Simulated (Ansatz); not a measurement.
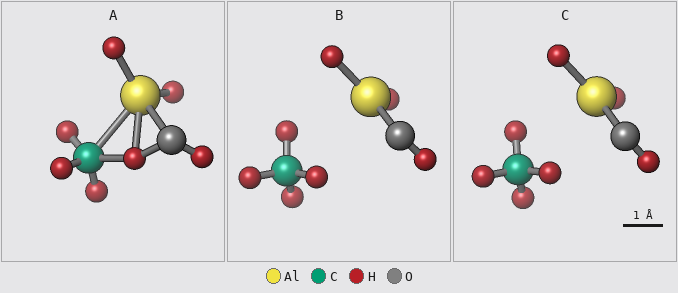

3 geometries from a converged minimum-energy path of CH$_{7}$AlO, shuffled. Style: ball-and-stick. Shown at a tilt.

Method: Ansatz, RKS PBE0-D4/6-31G*. Settings: 9 movable images; climbing image; force threshold 0.05 eV/Å; iteration limit 56; starting path through a guess of the saddle point.

**Which frame is the top of the path?**

A. In order along the path, whose images run from 0 to 10: A (image 5, +0.70 eV), C (image 9, −0.69 eV), B (image 10, −0.70 eV). Breaking: Al–C (1.98 → 3.01 Å), H–O (0.97 → 2.65 Å). Forming: C–H (2.85 → 1.10 Å).

Cost: 3 min on 1 thread of Intel(R) Xeon(R) Platinum 8375C CPU @ 2.90GHz (Ice Lake), with other jobs on the host, peak memory 0.14 GiB.
